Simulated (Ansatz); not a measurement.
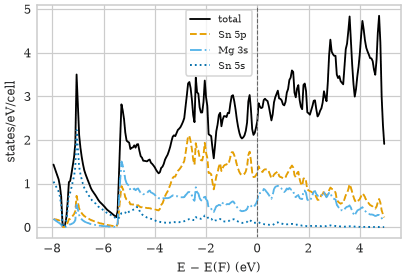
Figure. Total and projected density of states of Mg₂Sn (cubic Laves (MgCu2 type), Fd-3m), PBEsol in the plane-wave PAW code Ansatz

### Question
Which orbitals carry the states next to the Fermi level?

### Answer
Within 0.5 eV of the Fermi level: Sn 5p 51 %, Mg 3s 24 %, outside the projected shells 21 %. Projections are on Löwdin-orthogonalised atomic valence shells; empty p or d shells of many metals are not among them.

### Question
Where is the tallest occupied peak in this window, and what makes it?

### Answer
Near -7.0 eV, about 3.5 states/eV per cell; the largest projected share is Sn 5s.

The workflow started from an entry of the Crystallography Open Database (COD), which files this formula under 2 space groups. Its standing as an ambient phase is unchecked. The PBEsol relaxation kept the symmetry of its start; its stability against distortions is not shown here. The volume moved by 81 % from the start of the relaxation. Spin–orbit coupling is left out wherever it is not named.

Potentials: the later of the program's two PAW sets.
